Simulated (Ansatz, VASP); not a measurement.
## NiO: VASP beside Ansatz

Aim: how closely do two programs agree when they are given the same cell, functional and k mesh?

Main program and level: Ansatz 0.2.0; plane waves, with VASP 6.6.1 beside it; single point at PBEsol, DFT+U and band structure at PBEsol, DFT+U.

**1. The structure**

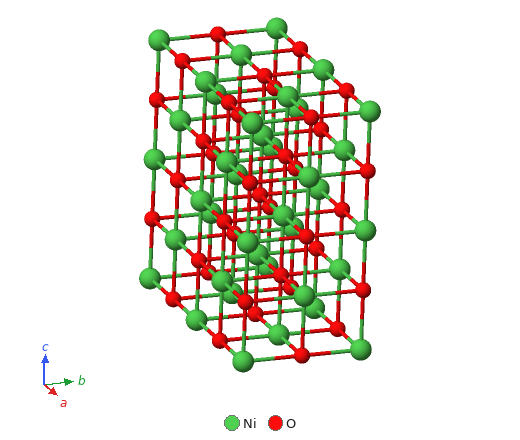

The starting structure, seen slightly off an axis (nickel green, oxygen red). 2×1×2 cells are drawn. This picture shows the conventional cell, with its axes. Some periodic images of atoms are drawn too.

Coordinates:

```cif
data_structure
_symmetry_space_group_name_H-M 'P 1'
_symmetry_Int_Tables_number 1
_cell_length_a 2.9499
_cell_length_b 2.9499
_cell_length_c 2.9499
_cell_angle_alpha 60.000
_cell_angle_beta 60.000
_cell_angle_gamma 60.000
_cell_volume 18.15
loop_
_atom_site_label
_atom_site_type_symbol
_atom_site_fract_x
_atom_site_fract_y
_atom_site_fract_z
_atom_site_occupancy
Ni1 Ni 0.00000 0.00000 0.00000 1
O2 O 0.50000 0.50000 0.50000 1
```

**2. VASP: single point, PBEsol, DFT+U**

With cell and atoms fixed, the geometry can't cause a difference; cores, projectors, grids and the points listed under the comparison can.

Lines of VASP's logs that name or quote its potential files are left out, and so is its time.

The input, INCAR:

```
SYSTEM = NiO
PREC = Accurate
ENCUT = 520
EDIFF = 1E-06
NELM = 100
ISMEAR = 0
SIGMA = 0.05
LREAL = .FALSE.
ALGO = Normal
GGA = PS
NBANDS = 16
ISPIN = 2
MAGMOM = 1 0
LDAU = .TRUE.
LDAUTYPE = 2
LDAUL = 2 -1
LDAUU = 5 0
LDAUJ = 0 0
LDAUPRINT = 1
LASPH = .TRUE.
LMAXMIX = 4
LORBIT = 11
LWAVE = .FALSE.
LCHARG = .FALSE.
KPAR = 4
ISIF = 2
```

The input, POSCAR:

```
NiO
1.0
    0.0000000000      2.0859016414      2.0859016414
    2.0859016414      0.0000000000      2.0859016414
    2.0859016414      2.0859016414      0.0000000000
Ni O
1 1
Direct
    0.0000000000      0.0000000000      0.0000000000
    0.5000000000      0.5000000000      0.5000000000
```

The input, KPOINTS:

```
Automatic mesh
0
Gamma
9 9 9
0 0 0
```

Potentials, in the order of the species: Ni and O (PBE family, release 64).

Run with:

```sh
$ mpirun -np 4 vasp_std
```

Numbers of over 12 decimals in the logs are rounded to 6 here.

Log:

```text
[banner, memory and clock lines left out]
running    4 mpi-ranks, on    1 nodes
 distrk:  each k-point on    1 cores,    4 groups
 distr:  one band on    1 cores,    1 groups

 POSCAR found type information on POSCAR NiO
 POSCAR found :  2 types and       2 ions
|                                                                             |
|               ----> ADVICE to this user running VASP <----                  |
|                                                                             |
|     You enforced a specific xc type in the INCAR file but a different       |
|     [... a line on the potential file left out ...]
|     I HOPE YOU KNOW WHAT YOU ARE DOING!                                     |
|                                                                             |

 LDA part: xc-table for (Slater+PW92), standard interpolation
 POSCAR, INCAR and KPOINTS ok, starting setup
 FFT: planning ... GRIDC
 FFT: planning ... GRID_SOFT
 FFT: planning ... GRID
 WAVECAR not read
 entering main loop
       N       E                     dE             d eps       ncg     rms          rms(c)
DAV:   1     0.803760458841E+02    0.80376E+02   -0.75547E+03  2328   0.127E+03
DAV:   2    -0.641842170689E+01   -0.86794E+02   -0.76026E+02  2432   0.251E+02
DAV:   3    -0.107870794703E+02   -0.43687E+01   -0.42859E+01  2680   0.604E+01
DAV:   4    -0.108215378272E+02   -0.34458E-01   -0.34446E-01  2744   0.524E+00
DAV:   5    -0.108221269783E+02   -0.58915E-03   -0.58915E-03  2680   0.677E-01    0.165E+01
DAV:   6    -0.109202261585E+02   -0.98099E-01   -0.13334E+01  2640   0.740E+01    0.181E+01
DAV:   7    -0.109404966503E+02   -0.20270E-01   -0.12081E+00  2544   0.291E+01    0.896E+00
DAV:   8    -0.110927431314E+02   -0.15225E+00   -0.19268E-01  2760   0.446E+00    0.542E+00
DAV:   9    -0.111559907702E+02   -0.63248E-01   -0.41565E-02  2832   0.692E+00    0.421E-01
DAV:  10    -0.111605365675E+02   -0.45458E-02   -0.20160E-02  2936   0.186E+00    0.329E-01
DAV:  11    -0.111604537852E+02    0.82782E-04   -0.18458E-03  2896   0.973E-01    0.108E-01
DAV:  12    -0.111606449946E+02   -0.19121E-03   -0.16697E-04  2552   0.327E-01    0.447E-02
DAV:  13    -0.111606856724E+02   -0.40678E-04   -0.53434E-05  3296   0.152E-01    0.157E-02
DAV:  14    -0.111606895005E+02   -0.38281E-05   -0.14675E-05  3184   0.482E-02    0.431E-03
DAV:  15    -0.111606895696E+02   -0.69155E-07   -0.68152E-07  1584   0.116E-02
   1 F= -.11160690E+02 E0= -.11160690E+02  d E =-.726806E-16  mag=     2.0000
```

Parts of OUTCAR (step 2):

```text
ion  position               nearest neighbor table
   1  0.000  0.000  0.000-   2 2.09   2 2.09   2 2.09   2 2.09   2 2.09   2 2.09
   2  0.500  0.500  0.500-   1 2.09   1 2.09   1 2.09   1 2.09   1 2.09   1 2.09

  LATTYP: Found a face centered cubic cell.
 ALAT       =     4.1718032828

 Subroutine GETGRP returns: Found 48 space group operations
 (whereof 48 operations were pure point group operations)

The static configuration has the point symmetry O_h .

 Found     35 irreducible k-points:

   k-points           NKPTS =     35   k-points in BZ     NKDIM =     35   number of bands    NBANDS=     16

   dimension x,y,z NGX =    24 NGY =   24 NGZ =   24
   dimension x,y,z NGXF=    48 NGYF=   48 NGZF=   48

   ENCUT  =  520.0 eV  38.22 Ry    6.18 a.u.   5.48  5.48  5.48*2*pi/ulx,y,z

   NELECT =      16.0000    total number of electrons

 k-points in reciprocal lattice and weights: Automatic mesh
   0.00000000  0.00000000  0.00000000       0.001
   0.11111111  0.00000000  0.00000000       0.011
   0.22222222  0.00000000  0.00000000       0.011
   0.33333333  0.00000000  0.00000000       0.011
   0.44444444  0.00000000  0.00000000       0.011
   0.11111111  0.11111111  0.00000000       0.008
   0.22222222  0.11111111  0.00000000       0.033
   0.33333333  0.11111111  0.00000000       0.033
   0.44444444  0.11111111  0.00000000       0.033
[...]
-0.33333333  0.44444444  0.11111111       0.033
  -0.33333333  0.44444444  0.22222222       0.033

atom =   1  type =  1  l = 2

 onsite density matrix

spin component  1

  0.9798  0.0000 -0.0000 -0.0000 -0.0000
  0.0000  0.9798 -0.0000  0.0000  0.0000
 -0.0000 -0.0000  1.0324 -0.0000 -0.0000
 -0.0000  0.0000 -0.0000  0.9798  0.0000
 -0.0000  0.0000 -0.0000  0.0000  1.0324

spin component  2

  0.9774  0.0000 -0.0000 -0.0000  0.0000
  0.0000  0.9774 -0.0000  0.0000  0.0000
 -0.0000 -0.0000  0.1621 -0.0000 -0.0000
 -0.0000  0.0000 -0.0000  0.9774 -0.0000
  0.0000  0.0000 -0.0000 -0.0000  0.1621

 occupancies and eigenvectors

  o =  0.1621  v =  0.0000  0.0000  0.0000  0.0000  0.0000  0.0000 -0.0000 -0.0315 -0.0000 -0.9995      0.0000  0.0000  0.0000  0.0000  0.0000  0.0000  0.0000  0.0000  0.0000  0.0000
  o =  0.1621  v =  0.0000  0.0000  0.0000  0.0000  0.0000  0.0000 -0.0000 -0.9995 -0.0000  0.0315      0.0000  0.0000  0.0000  0.0000  0.0000  0.0000  0.0000  0.0000  0.0000  0.0000
  o =  0.9774  v =  0.0000  0.0000  0.0000  0.0000  0.0000  0.0000  0.5765 -0.0000  0.8171 -0.0000      0.0000  0.0000  0.0000  0.0000  0.0000  0.0000  0.0000  0.0000  0.0000  0.0000
  o =  0.9774  v =  0.0000  0.0000  0.0000  0.0000  0.0000  0.0000 -0.8171  0.0000  0.5765 -0.0000      0.0000  0.0000  0.0000  0.0000  0.0000  0.0000  0.0000  0.0000  0.0000  0.0000
  o =  0.9774  v =  0.0000  0.0000  0.0000  0.0000  0.0000  1.0000  0.0000  0.0000  0.0000  0.0000      0.0000  0.0000  0.0000  0.0000  0.0000  0.0000  0.0000  0.0000  0.0000  0.0000
  o =  0.9798  v =  0.0000  0.9386 -0.0000 -0.3451  0.0000  0.0000  0.0000  0.0000  0.0000  0.0000      0.0000  0.0000  0.0000  0.0000  0.0000  0.0000  0.0000  0.0000  0.0000  0.0000
  o =  0.9798  v =  0.0000  0.3451 -0.0000  0.9386  0.0000  0.0000  0.0000  0.0000  0.0000  0.0000      0.0000  0.0000  0.0000  0.0000  0.0000  0.0000  0.0000  0.0000  0.0000  0.0000
  o =  0.9798  v =  1.0000  0.0000  0.0000  0.0000  0.0000  0.0000  0.0000  0.0000  0.0000  0.0000      0.0000  0.0000  0.0000  0.0000  0.0000  0.0000  0.0000  0.0000  0.0000  0.0000
  o =  1.0324  v =  0.0000 -0.0000 -1.0000  0.0000  0.0091  0.0000  0.0000  0.0000  0.0000  0.0000      0.0000  0.0000  0.0000  0.0000  0.0000  0.0000  0.0000  0.0000  0.0000  0.0000
  o =  1.0324  v =  0.0000 -0.0000  0.0091 -0.0000  1.0000  0.0000  0.0000  0.0000  0.0000  0.0000      0.0000  0.0000  0.0000  0.0000  0.0000  0.0000  0.0000  0.0000  0.0000  0.0000

 average (electrostatic) potential at core
       1 -84.1163       2 -67.5790

 E-fermi :   7.1360

 spin component 1
 k-point     1 :       0.0000    0.0000    0.0000
  band No.  band energies     occupation
    ...
      5       2.3764      1.00000
      6       2.3764      1.00000
      7       5.1508      1.00000
      8       5.1508      1.00000
      9       5.1508      1.00000
     10       9.3513      0.00000
     11      24.9297      0.00000
     12      24.9298      0.00000
     13      24.9298      0.00000
     14      25.4635      0.00000
    ...

 k-point     2 :       0.1111    0.0000    0.0000
  band No.  band energies     occupation
    ...
      5       2.4109      1.00000
      6       2.4110      1.00000
      7       4.5366      1.00000
      8       5.4241      1.00000
      9       5.4241      1.00000
     10      10.2202      0.00000
     11      22.2916      0.00000
     12      24.8054      0.00000
     13      24.8054      0.00000
     14      27.4649      0.00000
    ...

 k-point     3 :       0.2222    0.0000    0.0000
  band No.  band energies     occupation
    ...
      5       2.5639      1.00000
      6       2.5639      1.00000
      7       3.9596      1.00000
      8       6.0005      1.00000
      9       6.0005      1.00000
     10      11.7584      0.00000
     11      19.8736      0.00000
     12      23.8183      0.00000
     13      23.8183      0.00000
     14      27.7185      0.00000
    ...

 k-point     4 :       0.3333    0.0000    0.0000
  band No.  band energies     occupation
    ...
      5       2.7737      1.00000
      6       2.7738      1.00000
      7       3.9471      1.00000
      8       6.5459      1.00000
      9       6.5460      1.00000
     10      12.9101      0.00000
     11      18.3242      0.00000
     12      22.4965      0.00000
     13      22.4965      0.00000
     14      27.6503      0.00000
    ...

 k-point     5 :       0.4444    0.0000    0.0000
  band No.  band energies     occupation
    ...
      5       2.9197      1.00000
      6       2.9197      1.00000
      7       4.0695      1.00000
      8       6.8663      1.00000
      9       6.8664      1.00000
     10      13.2683      0.00000
     11      17.8206      0.00000
     12      21.7018      0.00000
     13      21.7019      0.00000
     14      27.7589      0.00000
    ...

 k-point     6 :       0.1111    0.1111    0.0000
  band No.  band energies     occupation
    ...
      5       2.3389      1.00000
      6       2.3389      1.00000
      7       4.8888      1.00000
      8       5.1699      1.00000
      9       5.1699      1.00000
     10      10.5332      0.00000
     11      22.3172      0.00000
     12      24.4162      0.00000
     13      24.4162      0.00000
     14      25.6749      0.00000
    ...

  Total       -0.6223877     -0.6223877     -0.6223877      0.0000000      0.0000000     -0.0000000
  in kB      -54.9363919    -54.9363919    -54.9363919      0.0000000      0.0000000     -0.0000000
  external PRESSURE =     -54.9363919 kB  Pullay stress =       0.0000000 kB

  energy-cutoff  :      520.00
  volume of cell :       18.15
      direct lattice vectors                 reciprocal lattice vectors
     0.000000000  2.085901641  2.085901641    -0.239704495  0.239704495  0.239704495
     2.085901641  0.000000000  2.085901641     0.239704495 -0.239704495  0.239704495
     2.085901641  2.085901641  0.000000000     0.239704495  0.239704495 -0.239704495

 POSITION                                       TOTAL-FORCE (eV/Angst)
 -----------------------------------------------------------------------------------
      0.00000      0.00000      0.00000         0.000000      0.000000      0.000000
      2.08590      2.08590      2.08590        -0.000000     -0.000000     -0.000000
 -----------------------------------------------------------------------------------
    total drift:                                0.000000     -0.000000     -0.000000

  FREE ENERGIE OF THE ION-ELECTRON SYSTEM (eV)
  ---------------------------------------------------
  free  energy   TOTEN  =       -11.1606895696 eV

  energy  without entropy=      -11.1606895696  energy(sigma->0) =      -11.16068957

 total charge
# of ion       s       p       d       tot
------------------------------------------
    1        0.348   0.432   8.233   9.013
    2        1.542   3.454   0.000   4.996
--------------------------------------------------
tot          1.891   3.885   8.233  14.009

 magnetization (x)
# of ion       s       p       d       tot
------------------------------------------
    1        0.011   0.014   1.746   1.771
    2        0.021   0.191   0.000   0.213
--------------------------------------------------
tot          0.032   0.205   1.746   1.983

[... 6 further parts left out ...]
```

The run ends at a pressure of -5.49 GPa.

(Continued in part 2 of 3.)

[Lines on the potential files, build, host, timing and source positions are cut from VASP's logs without a mark.]

[Logs are printed without paths, hosts, clocks, repeated set-up lines and the standing remarks that a program may print on its own settings, such as how far it seeks lower states.]

[Hosts, paths, dates, database ids (printed as entryN), source tags and the programs' standing remarks are cut or masked in the printed files.]
